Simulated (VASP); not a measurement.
Band structure of WC (wc). Level of theory: rev-vdW-DF2, VASP's PBE PAW potentials (set 64) (plane waves; VASP).

Unless said otherwise, spin-orbit coupling is left out, though it shifts the bands of the heavy elements here.

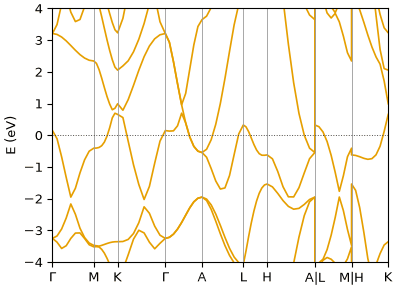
Bands along high-symmetry lines, zero at the valence-band maximum or, without a gap, the Fermi level

Task: Read the plot: is there a gap, and where are the band edges?

Result: It has no gap at this level: it comes out as a metal or semimetal. (Edges off the drawn lines would not show.)

The compound is WC in the wc structure. It was relaxed first.
